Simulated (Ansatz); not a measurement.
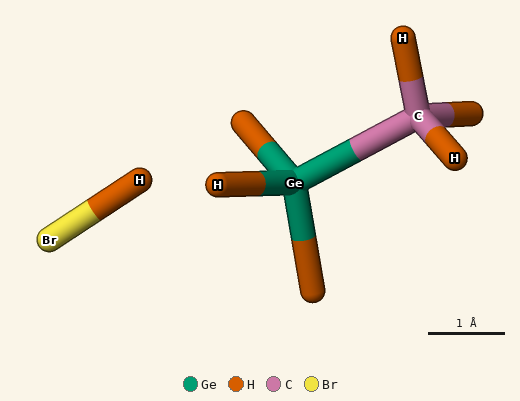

**Figure 1.** The starting structure (stick view, seen at a tilt). Sticks mark near contacts.

**Nudged elastic band of CH7BrGe**

CH7BrGe, computed with RKS LDA/def2-SVP (Ansatz 0.2.0).

One setting was made poor on purpose. It belongs to a series of runs on one base structure; here: band between the two ends.

### The program's output
```
Engine: ansatz 0.2.0, aarch64-unknown-linux-gnu
Functional definition: SPW92
  exchange = slater_x
  correlation = pw_c
1260 factors; their error is unknown
mean field evaluation 1: about -127496.9915 eV, gradient 5.8e1 eV
mean field evaluation 2: about -127484.9390 eV, gradient 8.2e1 eV
mean field evaluation 4: about -127504.3643 eV, gradient 3.7e0 eV
mean field evaluation 8: about -127504.3852 eV, gradient 5.1e-2 eV
mean field evaluation 16: about -127504.2905 eV, gradient 2.7e-5 eV
mean field -127504.29045197 eV, -4685.6962485977 hartree, gradient 2.7e-5 eV, S^2 0.000000; 0 other end points of the search recorded, 0 dependent functions left out
the calculation of the forces begins
reference -127504.29048846 eV, -4685.6962499387 hartree; 40, 40 occupied and 73, 73 virtual orbitals, 1260 factors
1260 factors; their error is unknown
mean field evaluation 32: about -127504.7833 eV, gradient 7.8e-4 eV
mean field -127504.78329723 eV, -4685.7143603270 hartree, gradient 5.3e-5 eV, S^2 0.000000; 0 other end points of the search recorded, 0 dependent functions left out
[... from here on the field's lines of each further geometry are left out, up to the last ...]
NEB iter   1: max|band force component| = 3.315e0 eV/Å  barrier→ = 2.1413 eV  barrier← = 2.6342 eV  Δτ_max = 0.2000 Å  (234 SCF iters)
NEB iter   2: max|band force component| = 1.239e0 eV/Å  barrier→ = 1.7013 eV  barrier← = 2.1941 eV  Δτ_max = 0.2000 Å  (212 SCF iters)
NEB iter   3: max|band force component| = 1.194e0 eV/Å  barrier→ = 1.3380 eV  barrier← = 1.8308 eV  Δτ_max = 0.2000 Å  (192 SCF iters)
NEB iter   4: max|band force component| = 9.837e-1 eV/Å  barrier→ = 1.4939 eV  barrier← = 1.9868 eV  Δτ_max = 0.1892 Å  (197 SCF iters)
NEB iter   5: max|band force component| = 7.515e-1 eV/Å  barrier→ = 1.4483 eV  barrier← = 1.9412 eV  Δτ_max = 0.1999 Å  (188 SCF iters)
NEB iter   6: max|band force component| = 4.203e-1 eV/Å  barrier→ = 1.3580 eV  barrier← = 1.8509 eV  CI = image 3  Δτ_max = 0.1020 Å  (184 SCF iters)
NEB iter   7: max|band force component| = 2.999e-1 eV/Å  barrier→ = 1.3079 eV  barrier← = 1.8008 eV  CI = image 3  Δτ_max = 0.0980 Å  (189 SCF iters)
the calculation of the forces begins
reference -127504.74997779 eV, -4685.7131358601 hartree; 40, 40 occupied and 73, 73 virtual orbitals, 1260 factors
1260 factors; their error is unknown
mean field -127502.99183511 eV, -4685.6485253084 hartree, gradient 1.9e-5 eV, S^2 0.000000; 1 other end points of the search recorded, 0 dependent functions left out
the calculation of the forces begins
reference -127502.99186898 eV, -4685.6485265531 hartree; 40, 40 occupied and 73, 73 virtual orbitals, 1260 factors
NEB iter   8: max|band force component| = 1.704e-1 eV/Å  barrier→ = 1.2986 eV  barrier← = 1.7915 eV  CI = image 3  Δτ_max = 0.0000 Å  (376 SCF iters)
```

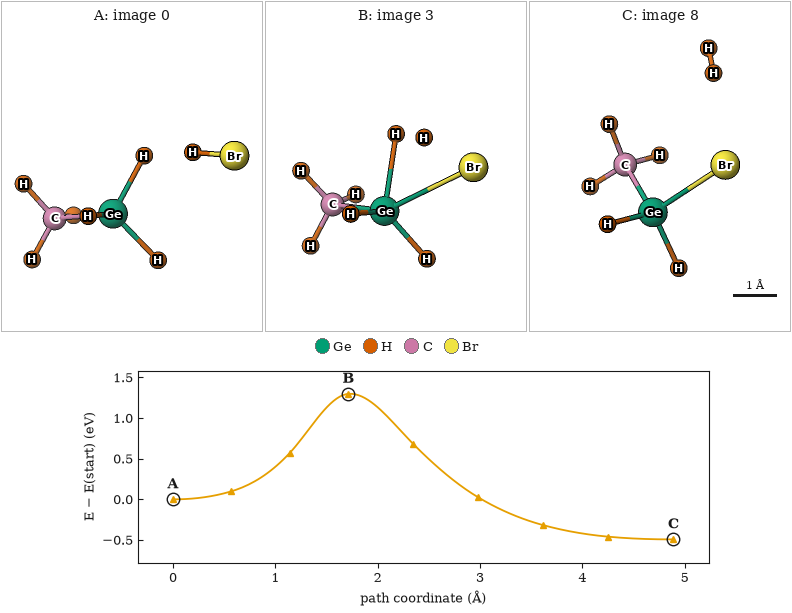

**Figure 2.** Images of the last band (counted from 0; ball-and-stick, seen at an oblique angle) above the energy along the path; the line is a cubic interpolation that uses the forces. The highest image is number 3, 1.299 eV above the start and 1.791 eV above the end (the climbing image); the end lies 0.493 eV below the start. The path is 4.89 Å long. The band converged in 8 iterations.

```
Total energy: -127502.99186898 eV, -4685.6485265531 hartree
Atom 0 at     0.199522    -0.123238    -0.256846 Å, force    -0.029162     0.002663     0.047521 eV/Å
Atom 1 at    -0.439042     0.038789     1.516055 Å, force    -0.009108     0.016438    -0.169820 eV/Å
Atom 2 at     1.648706     0.185245    -0.689560 Å, force    -0.039735    -0.006390     0.010329 eV/Å
Atom 3 at    -0.844747     1.511289    -0.447000 Å, force     0.064986    -0.141230     0.076992 eV/Å
Atom 4 at    -1.895866     1.319136    -0.153875 Å, force    -0.048513     0.057110    -0.029372 eV/Å
Atom 5 at    -0.424512     2.316504     0.187530 Å, force     0.001915     0.063323    -0.024370 eV/Å
Atom 6 at    -0.800246     1.819648    -1.513606 Å, force    -0.017990     0.046453    -0.023634 eV/Å
Atom 7 at    -0.540090    -1.292157    -0.933301 Å, force     0.019106     0.031032     0.038055 eV/Å
Atom 8 at     1.412190    -2.007372     1.373530 Å, force     0.016220     0.009975    -0.007368 eV/Å
Atom 9 at     0.136583    -0.669646     1.647073 Å, force     0.042279    -0.079373     0.081667 eV/Å
Dipole moment:    -0.450023     0.664549    -0.402776 e Å
this run last wrote the band of iteration 8 to [file]
```

### The last band as extended XYZ (Å, eV, eV/Å)
```
10
Properties=species:S:1:pos:R:3:forces:R:3 image=0 energy=-127504.29045
Ge    0.0088    0.1629   -0.1599    0.0035  -0.0133   0.0009
H    -0.1410   -0.1047    1.3725   -0.0003   0.0039  -0.0113
H     1.5138    0.3652   -0.4336   -0.0098  -0.0032   0.0018
C    -1.0285    1.7238   -0.6394   -0.0111   0.0042  -0.0091
H    -2.1004    1.5631   -0.4044    0.0139   0.0027  -0.0024
H    -0.6683    2.6129   -0.0832   -0.0030  -0.0036  -0.0034
H    -0.9289    1.9204   -1.7270   -0.0017  -0.0010   0.0164
H    -0.4882   -1.1050   -0.8860    0.0063   0.0128   0.0076
Br    1.5544   -2.6148    1.9373   -0.0186   0.0252   0.0012
H     0.7308   -1.4256    1.7537    0.0207  -0.0276  -0.0017
10
Properties=species:S:1:pos:R:3:forces:R:3 image=1 energy=-127504.19109
Ge    0.0313    0.0752   -0.2049   -0.0474   0.0607  -0.1181
H    -0.2357   -0.0454    1.3282    0.0651  -0.0712   0.0830
H     1.5454    0.2290   -0.4590   -0.0520   0.0056   0.0799
C    -0.9741    1.6642   -0.6044   -0.0380   0.0927  -0.0739
H    -2.0360    1.4706   -0.3441    0.0179   0.1143  -0.0841
H    -0.5782    2.4604    0.0614   -0.0973   0.0669  -0.1192
H    -0.8885    1.9801   -1.6638   -0.0463   0.0245   0.0351
H    -0.4914   -1.2116   -0.8751   -0.0206   0.0418   0.0181
Br    1.4908   -2.3368    1.7738    0.1967  -0.3025   0.1492
H     0.5888   -1.1875    1.7177    0.0219  -0.0328   0.0300
10
Properties=species:S:1:pos:R:3:forces:R:3 image=2 energy=-127503.71651
Ge    0.0908   -0.0074   -0.2246   -0.3102   0.2760   0.0463
H    -0.3483    0.0055    1.3484    0.2628  -0.0774  -0.4319
H     1.5938    0.1852   -0.5512   -0.1899  -0.0624   0.2867
C    -0.9072    1.5917   -0.5326    0.0048   0.1107  -0.1992
H    -1.9461    1.3702   -0.2294   -0.1918   0.1866  -0.1013
H    -0.4774    2.3556    0.1446   -0.0802   0.1623  -0.0932
H    -0.8434    1.9141   -1.5837   -0.1578   0.2533  -0.1882
H    -0.5029   -1.2666   -0.8939    0.0284   0.0823   0.1215
Br    1.4159   -2.1015    1.5899   -0.0460  -0.1604   0.4789
H     0.3773   -0.9487    1.6624    0.6798  -0.7710   0.0804
10
Properties=species:S:1:pos:R:3:forces:R:3 image=3 energy=-127502.99183
Ge    0.1995   -0.1232   -0.2568   -0.0292   0.0027   0.0475
H    -0.4390    0.0388    1.5161   -0.0091   0.0164  -0.1698
H     1.6487    0.1852   -0.6896   -0.0397  -0.0064   0.0103
C    -0.8447    1.5113   -0.4470    0.0650  -0.1412   0.0770
H    -1.8959    1.3191   -0.1539   -0.0485   0.0571  -0.0294
H    -0.4245    2.3165    0.1875    0.0019   0.0633  -0.0244
H    -0.8002    1.8196   -1.5136   -0.0180   0.0465  -0.0236
H    -0.5401   -1.2922   -0.9333    0.0191   0.0310   0.0381
Br    1.4122   -2.0074    1.3735    0.0162   0.0100  -0.0074
H     0.1366   -0.6696    1.6471    0.0423  -0.0794   0.0817
10
Properties=species:S:1:pos:R:3:forces:R:3 image=4 energy=-127503.61109
Ge    0.3045   -0.2348   -0.3557    0.2743  -0.2466  -0.1738
H    -0.5463    0.1434    1.7376   -0.2747   0.0917   0.4240
H     1.6617    0.1620   -0.9500    0.0558   0.0138  -0.4217
C    -0.7778    1.4258   -0.3624    0.1332  -0.2321   0.1647
H    -1.8356    1.2702   -0.0599    0.1177  -0.1216   0.0793
H    -0.3519    2.2679    0.2200    0.0850  -0.0795   0.0644
H    -0.7800    1.7292   -1.4407    0.1171  -0.1694   0.1453
H    -0.5782   -1.2943   -1.0363    0.0398  -0.0013  -0.2542
Br    1.4128   -1.8846    1.1325   -0.0290   0.3238  -0.4209
H    -0.0567   -0.4866    1.8449   -0.5191   0.4213   0.3929
10
Properties=species:S:1:pos:R:3:forces:R:3 image=5 energy=-127504.26644
Ge    0.3723   -0.2645   -0.5176    0.0561  -0.0238  -0.1521
H    -0.6975    0.2145    1.9654   -0.2254   0.1298   0.2605
H     1.6691    0.1849   -1.2072    0.0040  -0.0118  -0.3211
C    -0.7177    1.3516   -0.2981    0.0981  -0.1899   0.0704
H    -1.7564    1.1572    0.0402    0.1006  -0.1094   0.0786
H    -0.2731    2.1677    0.3051    0.0961  -0.1012   0.0740
H    -0.7724    1.7037   -1.3569    0.0410  -0.0385   0.0673
H    -0.5291   -1.2647   -1.2648    0.0712   0.0004  -0.2375
Br    1.3738   -1.7501    1.0149   -0.0434   0.2130  -0.0787
H    -0.2165   -0.4020    2.0491   -0.1984   0.1313   0.2387
10
Properties=species:S:1:pos:R:3:forces:R:3 image=6 energy=-127504.60814
Ge    0.4174   -0.2667   -0.6952   -0.0114  -0.0001  -0.0719
H    -0.8421    0.2891    2.2469   -0.0997   0.0400   0.1448
H     1.6869    0.2107   -1.4253   -0.0007  -0.0102  -0.1407
C    -0.6724    1.2845   -0.2711    0.0800  -0.1642   0.0127
H    -1.6658    1.0187    0.1415    0.0565  -0.0519   0.0307
H    -0.1743    2.0224    0.3877    0.0470  -0.0477   0.0231
H    -0.8204    1.7420   -1.2756   -0.0131   0.0557   0.0413
H    -0.4456   -1.2427   -1.5206    0.0510  -0.0039  -0.1179
Br    1.3135   -1.6422    0.9496   -0.0295   0.1024  -0.0085
H    -0.3447   -0.3177    2.1921   -0.0802   0.0800   0.0864
10
Properties=species:S:1:pos:R:3:forces:R:3 image=7 energy=-127504.74994
Ge    0.4531   -0.2560   -0.8649   -0.0029  -0.0111  -0.0178
H    -0.9115    0.3671    2.5978   -0.0388   0.0069   0.0653
H     1.7392    0.2589   -1.5439    0.0083  -0.0011  -0.0457
C    -0.6572    1.2138   -0.2823    0.0911  -0.1345   0.0133
H    -1.5879    0.8525    0.1966   -0.0005  -0.0135   0.0063
H    -0.1107    1.8689    0.4240    0.0006   0.0142   0.0059
H    -0.9128    1.7867   -1.1980   -0.0257   0.0609  -0.0004
H    -0.3319   -1.2138   -1.7852    0.0100  -0.0035  -0.0454
Br    1.2059   -1.5901    0.8715   -0.0230   0.0469  -0.0178
H    -0.4337   -0.1897    2.3144   -0.0192   0.0348   0.0363
10
Properties=species:S:1:pos:R:3:forces:R:3 image=8 energy=-127504.78330
Ge    0.4894   -0.2402   -0.9989   -0.0011   0.0022  -0.0016
H    -0.8879    0.4286    2.9754    0.0056  -0.0067  -0.0028
H     1.8139    0.3174   -1.5643   -0.0008   0.0001  -0.0009
C    -0.6749    1.1437   -0.3353    0.0024  -0.0027  -0.0028
H    -1.5829    0.6919    0.1123   -0.0003   0.0003  -0.0002
H    -0.1523    1.7379    0.4412   -0.0001   0.0003  -0.0001
H    -0.9715    1.8120   -1.1709   -0.0012   0.0014   0.0008
H    -0.2045   -1.1574   -2.0296    0.0004   0.0009  -0.0005
Br    1.0707   -1.5967    0.7787    0.0002  -0.0020   0.0052
H    -0.4476   -0.0389    2.5215   -0.0051   0.0061   0.0029
```

This output came from the following input.

### The input
```yaml
crystal:
  periodic: [false, false, false]
  atoms:
    - { symbol: Ge, position_ang: [0.008827, 0.162907, -0.159937] }
    - { symbol: H, position_ang: [-0.141029, -0.10465, 1.372532] }
    - { symbol: H, position_ang: [1.51378, 0.365225, -0.433566] }
    - { symbol: C, position_ang: [-1.028487, 1.723813, -0.639352] }
    - { symbol: H, position_ang: [-2.100415, 1.563063, -0.404423] }
    - { symbol: H, position_ang: [-0.668339, 2.612877, -0.083197] }
    - { symbol: H, position_ang: [-0.928894, 1.92035, -1.727008] }
    - { symbol: H, position_ang: [-0.48817, -1.104976, -0.886048] }
    - { symbol: Br, position_ang: [1.55443, -2.614818, 1.937319] }
    - { symbol: H, position_ang: [0.730796, -1.425593, 1.75368] }
basis:
  gaussian: { orbitals: def2-SVP }
hamiltonian:
  xc: lda
neb:
  order_check: false
  images: 7
  f_tol: 0.2
  max_iterations: 60
  final_atoms:
    - { symbol: Ge, position_ang: [0.48938389, -0.24023468, -0.99893582] }
    - { symbol: H, position_ang: [-0.88787091, 0.42857303, 2.9753993] }
    - { symbol: H, position_ang: [1.81387923, 0.317389, -1.56432219] }
    - { symbol: C, position_ang: [-0.67486286, 1.14368177, -0.3352951] }
    - { symbol: H, position_ang: [-1.58292554, 0.69186713, 0.11229394] }
    - { symbol: H, position_ang: [-0.15229294, 1.73787559, 0.44116126] }
    - { symbol: H, position_ang: [-0.9714797, 1.81204144, -1.17093025] }
    - { symbol: H, position_ang: [-0.20447861, -1.15738627, -2.02961285] }
    - { symbol: Br, position_ang: [1.07070884, -1.59671449, 0.77874481] }
    - { symbol: H, position_ang: [-0.4475624, -0.03889452, 2.52149689] }
  initial_path:
    images:
      - { positions_ang: [[0.008827, 0.162907, -0.159937], [-0.141029, -0.10465, 1.372532], [1.51378, 0.365225, -0.433566], [-1.028487, 1.723813, -0.639352], [-2.100415, 1.563063, -0.404423], [-0.668339, 2.612877, -0.083197], [-0.928894, 1.92035, -1.727008], [-0.48817, -1.104976, -0.886048], [1.55443, -2.614818, 1.937319], [0.730796, -1.425593, 1.75368]] }
      - { positions_ang: [[0.00812409, 0.12320386, -0.1209892], [-0.11099527, -0.08740447, 1.50321087], [1.50398198, 0.28345154, -0.44992259], [-1.00477235, 1.69334127, -0.6387433], [-2.06991536, 1.50649625, -0.52875412], [-0.73601807, 2.55218814, -0.0213382], [-0.80080661, 1.94165558, -1.67833911], [-0.540133, -1.14399953, -0.8037715], [1.5251939, -2.49373431, 1.65876939], [0.67783968, -1.27700033, 1.80987776]] }
      - { positions_ang: [[0.00742118, 0.08350073, -0.08204141], [-0.08096154, -0.07015894, 1.63388973], [1.49418397, 0.20167808, -0.46627917], [-0.98105769, 1.66286954, -0.63813461], [-2.03941571, 1.4499295, -0.65308525], [-0.80369715, 2.49149927, 0.0405206], [-0.67271922, 1.96296117, -1.62967022], [-0.59209599, -1.18302307, -0.721495], [1.4959578, -2.37265061, 1.38021979], [0.62488335, -1.12840767, 1.86607553]] }
      - { positions_ang: [[0.00671827, 0.04379759, -0.04309361], [-0.0509278, -0.05291342, 1.7645686], [1.48438595, 0.11990463, -0.48263576], [-0.95734304, 1.63239781, -0.63752591], [-2.00891607, 1.39336275, -0.77741637], [-0.87137622, 2.43081041, 0.1023794], [-0.54463182, 1.98426675, -1.58100132], [-0.64405899, -1.2220466, -0.63921849], [1.4667217, -2.25156692, 1.10167018], [0.57192703, -0.979815, 1.92227329]] }
      - { positions_ang: [[0.00601536, 0.00409446, -0.00414582], [-0.02089407, -0.03566789, 1.89524746], [1.47458794, 0.03813117, -0.49899235], [-0.93362839, 1.60192607, -0.63691722], [-1.97841643, 1.336796, -0.90174749], [-0.9390553, 2.37012154, 0.1642382], [-0.41654443, 2.00557234, -1.53233243], [-0.69602198, -1.26107013, -0.55694199], [1.4374856, -2.13048322, 0.82312057], [0.5189707, -0.83122234, 1.97847106]] }
      - { positions_ang: [[0.12685749, -0.05698783, -0.25284332], [-0.23763828, 0.08039234, 2.16528542], [1.55941076, 0.10794563, -0.76532481], [-0.86893701, 1.487365, -0.56151169], [-1.87954371, 1.17556378, -0.64823713], [-0.74236471, 2.21206005, 0.23346897], [-0.55527825, 1.95718961, -1.44198189], [-0.57313614, -1.23514917, -0.92510971], [1.34579141, -1.99704104, 0.81202663], [0.27733743, -0.63314038, 2.11422752]] }
      - { positions_ang: [[0.24769963, -0.11807011, -0.50154082], [-0.45438249, 0.19645257, 2.43532338], [1.64423358, 0.17776008, -1.03165727], [-0.80424562, 1.37280392, -0.48610616], [-1.78067099, 1.01433156, -0.39472677], [-0.54567412, 2.05399856, 0.30269973], [-0.69401207, 1.90880689, -1.35163134], [-0.4502503, -1.2092282, -1.29327742], [1.25409722, -1.86359886, 0.80093269], [0.03570415, -0.43505843, 2.24998397]] }
      - { positions_ang: [[0.36854176, -0.17915239, -0.75023832], [-0.6711267, 0.3125128, 2.70536134], [1.72905641, 0.24757454, -1.29798973], [-0.73955424, 1.25824285, -0.41070063], [-1.68179826, 0.85309935, -0.14121641], [-0.34898353, 1.89593707, 0.37193049], [-0.83274588, 1.86042416, -1.26128079], [-0.32736445, -1.18330724, -1.66144513], [1.16240303, -1.73015667, 0.78983875], [-0.20592912, -0.23697647, 2.38574043]] }
      - { positions_ang: [[0.48938389, -0.24023468, -0.99893582], [-0.88787091, 0.42857303, 2.9753993], [1.81387923, 0.317389, -1.56432219], [-0.67486286, 1.14368177, -0.3352951], [-1.58292554, 0.69186713, 0.11229394], [-0.15229294, 1.73787559, 0.44116126], [-0.9714797, 1.81204144, -1.17093025], [-0.20447861, -1.15738627, -2.02961285], [1.07070884, -1.59671449, 0.77874481], [-0.4475624, -0.03889452, 2.52149689]] }
```

Run as:
```bash
ansatz run input.yaml --threads 4 --pin off --max-ram 5120MiB --backend cpu --events-out ev --progress --plain --runs-dir out
```

### Key numbers

| quantity | value |
| --- | --- |
| outcome | converged |
| barrier, forward | 1.299 eV |
| barrier, backward | 1.792 eV |
| hardware | 4 threads of Arm Neoverse V1, 24 GiB of memory available, shared host |
| wall time | 48 s (CPU time 2.9 min) |
| peak memory | 0.18 GiB |

### Remarks

A deliberately poor setting: loose force. The order of the saddle point was not checked.
